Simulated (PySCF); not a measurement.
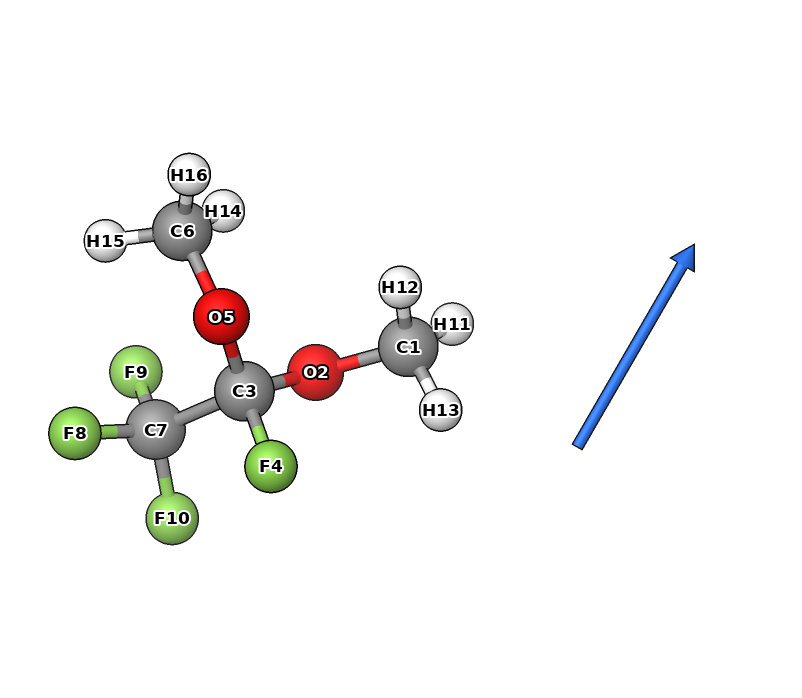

The arrow beside the molecule shows the direction of the dipole moment, from the negative to the positive end (its length means nothing). Computed geometry: GFN2-xTB optimisation. No frequency run is at hand to confirm it as a minimum. Properties computed with PBE0/def2-SVPD, gas phase (PySCF 2.14.0).

Q: Estimate the dipole moment.

A: 3.34 D; it points from the side of F10 to the side of H11, H12, H16 (the outermost atoms at the two ends).
